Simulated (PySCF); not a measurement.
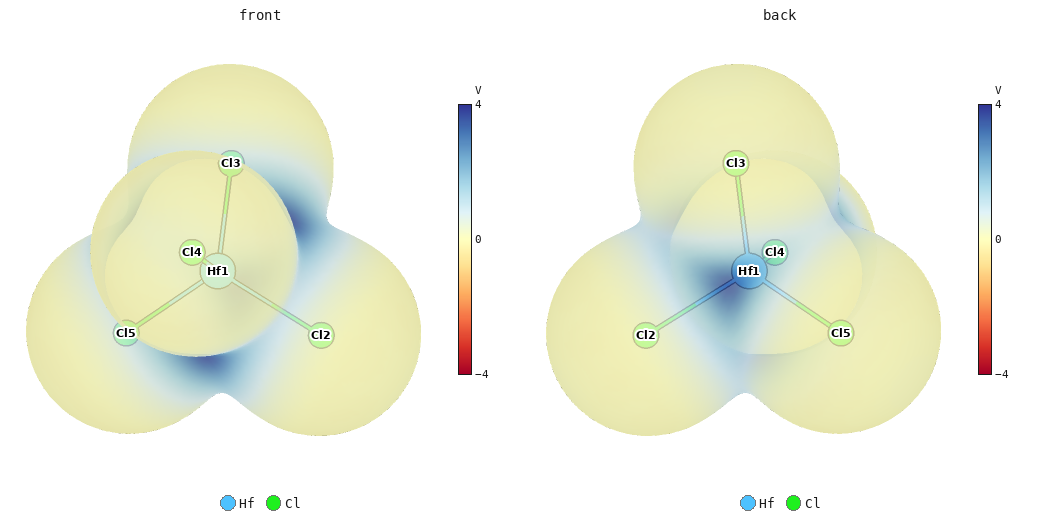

Figure. Cl$_{4}$Hf (Hf(Cl)4). The electrostatic potential painted on the density surface at 0.002 e/bohr³, seen from the front and from behind; red is negative and blue positive.

Core potentials replace the inner electrons of Hf.

Computed with RKS PBE0, Hf def2-SVP with ECP60, Cl def2-SVP; non-relativistic Hamiltonian with scalar-relativistic core potentials where named; density fitting in PySCF.

```xyz
5

Hf    0.0000    0.0000    0.0000
Cl    1.3439    1.3439    1.3439
Cl   -1.3439   -1.3439    1.3439
Cl    1.3439   -1.3439   -1.3439
Cl   -1.3439    1.3439   -1.3439
```

Q: Where is the surface potential most negative and most positive?

A: The most negative region (about −0.1 V) lies over Cl2, Cl3, Cl4 and Cl5, the most positive (about +3.4 V) over Hf1.
